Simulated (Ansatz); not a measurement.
A computed series for ZrSe2: response to strain

Consider ZrSe$_{2}$ in the CdI2 type structure (space group P-3m1, No. 164; layered, stacked along the Cartesian z axis).

```
ZrSe2
1.0
    3.73508     0.00000     0.00000
   -1.86754     3.23468     0.00000
    0.00000     0.00000     6.03154
Zr Se
1 2
Direct
  0.00000   0.00000   0.00000
  0.33333   0.66667   0.26507
  0.66667   0.33333   0.73493
```

Cartesian axes are those of the cell as printed.

Strains are applied to the cell and any free atomic positions relax; under biaxial strain the out-of-plane vector relaxes too.

The values are results of plane-wave PAW DFT at the PBE-D3(BJ) level (Ansatz, an electronic-structure program, 420 eV), without spin-orbit coupling, not measurements.

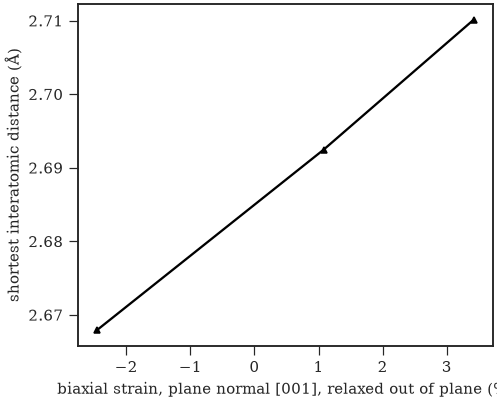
Shortest interatomic distance against biaxial strain, plane normal [001], relaxed out of plane

Q: From the plot, what is the shortest interatomic distance for biaxial strain −2.46 %, plane normal [001], relaxed out of plane?

A: About 2.668 Å.

Q: Is the trend monotonic over the range shown?

A: Yes, it rises throughout, spanning 266.8 pm to 271.0 pm.

No phonon test of stability was made. The final runs are not spin-polarised.
